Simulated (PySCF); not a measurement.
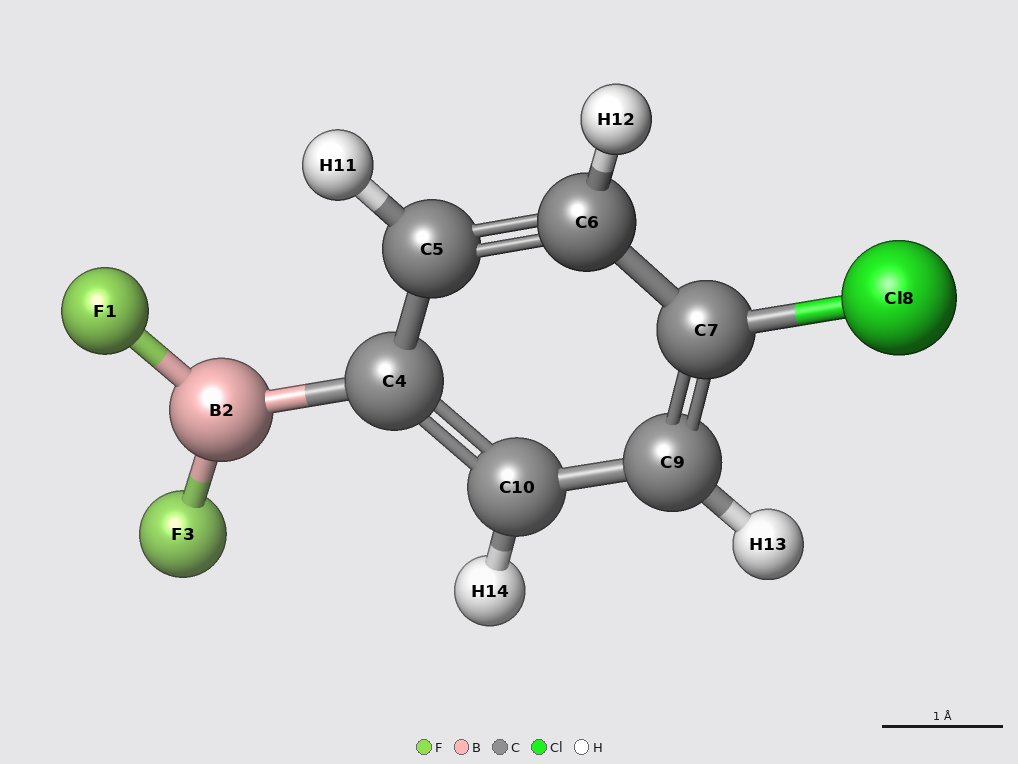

The atoms are numbered. The geometry was computed by an optimisation with PBE0-D3(BJ)/def2-SVP. No frequency run is at hand to confirm it as a minimum.

Describe the coordination of atom 4.

C4 has 3 neighbours (B2 at 1.55, C5 at 1.40, C10 at 1.40 Å); the arrangement is trigonal planar.

What is the geometry at C7?

C7 has 3 neighbours (C6 at 1.40, Cl8 at 1.73, C9 at 1.40 Å); the arrangement is trigonal planar.

What is the geometry at C6?

C6 has 3 neighbours (C5 at 1.39, C7 at 1.40, H12 at 1.09 Å); the arrangement is trigonal planar.

Describe the coordination of atom 5.

C5 has 3 neighbours (C4 at 1.40, C6 at 1.39, H11 at 1.09 Å); the arrangement is trigonal planar.

What is the dihedral angle Cl8–C7–C9–C10?

180° in size, that is anti.
